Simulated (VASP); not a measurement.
Band structure of Pd (fcc). Calculation: PBE GGA, VASP's PBE PAW potentials (set 64) (plane waves; VASP).

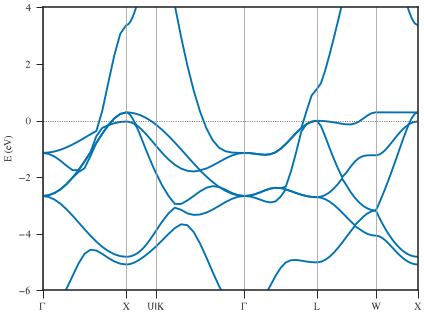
*Bands along high-symmetry lines, zero at the valence-band maximum or, without a gap, the Fermi level*

Question: Read the plot: is there a gap, and where are the band edges?

Answer: It has no gap at this level: it comes out as a metal or semimetal. (Edges off the drawn lines would not show.)

The compound is Pd in the fcc structure. It was relaxed first.
